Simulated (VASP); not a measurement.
Band structure of NaCl (rock salt). Calculation: PW91 GGA, VASP's PBE PAW potentials (set 64) (plane waves; VASP 6.6.1).

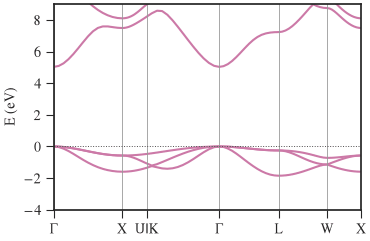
Figure. Bands along high-symmetry lines, zero at the valence-band maximum or, without a gap, the Fermi level

**Question.** Read the plot: is there a gap, and where are the band edges?

**Answer.** The gap is direct, 5.03 eV, from the valence maximum at Γ to the conduction minimum at Γ. (Edges off the drawn lines would not show.)

Measured: gap 8.97 eV (computed value off by -3.94 eV), as given by Wei Chen et al., Physical Review Materials (2018), doi:10.1103/physrevmaterials.2.073803.

The compound is NaCl in the rock salt structure. It was relaxed first.
